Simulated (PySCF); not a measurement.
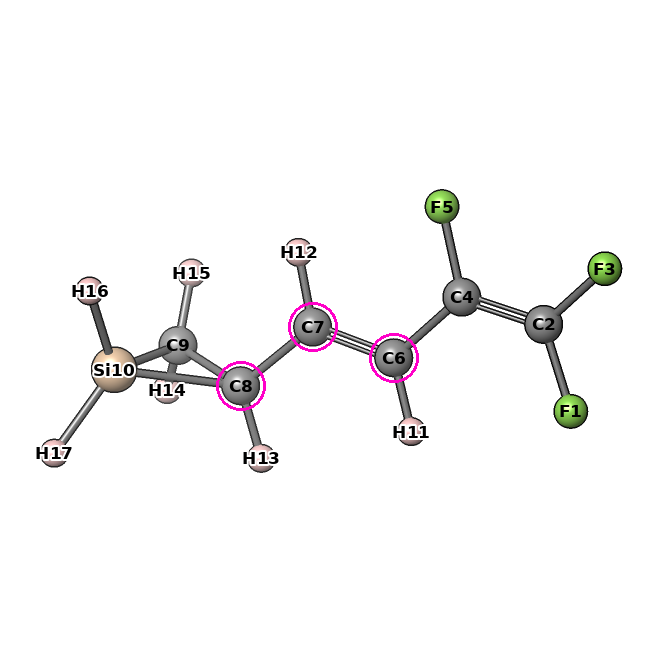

Distant atoms are faded towards the background colour. Circles mark the stereogenic atoms. The geometry was computed by an optimisation with PBE0-D3(BJ)/def2-SVP. No frequency run is at hand to confirm it as a minimum.

### Give the R/S and E/Z labels.

C8: R (priorities Si10 > C9 > C7 > H13); C6=C7: E.
